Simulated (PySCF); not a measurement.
# C2H7AlFN: the cost of one run

Programs: PySCF 2.14.0, with density-fitted response routines of our own. Each step states its level of theory. These are calculated values for one molecule in the gas phase, unless marked as measured. Atoms are numbered from 0 throughout.

### 1 The molecule as given

12 atoms, charge 0, multiplicity 1; geometry from: GFN2-xTB. The atoms were then displaced at random by about 0.01 Å, so the start is not that level's minimum.

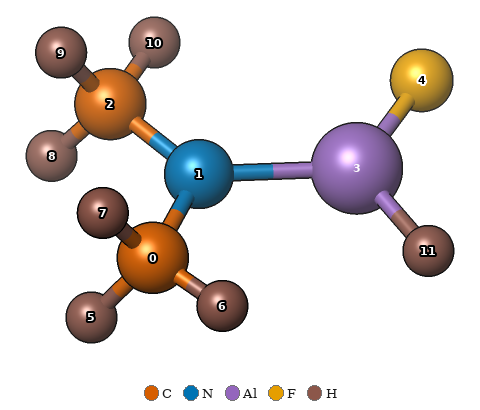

As it starts; carbon orange, nitrogen blue, aluminium purple, fluorine amber, hydrogen brown, atoms numbered.

### 2 Relaxing the molecule at PBE0-D3(BJ)/def2-SVP

What the job is given:

```
{"job": {"xc": "PBE0", "basis": "def2-SVP", "d3": "d3bj", "grid": 1, "shake": 0.01, "kind": "geom"}, "charge": 0, "multiplicity": 1}
C     -0.833970    -1.113390    -0.003090
N      0.049960     0.036390    -0.004880
C     -0.644750     1.320690     0.030750
Al     1.851290    -0.276560    -0.050160
F      2.965350     0.893060    -0.060660
H     -1.519770    -1.056580    -0.882650
H     -0.256080    -2.008570    -0.040640
H     -1.460820    -1.096310     0.889510
H     -1.277810     1.458240    -0.813530
H     -1.242790     1.410820     0.951970
H      0.111350     2.117550     0.051800
H      2.297730    -1.713610    -0.077460
```

Run with:

```console
$ OMP_NUM_THREADS=1 python probes_run.py task.json out
```

The driver reads the jobs from task.json and runs them one after another.

Q: Estimate the wall time and peak memory of this first job on 1 thread of Arm Neoverse V1, shared host.

About 64 s, with a peak of 0.45 GiB.
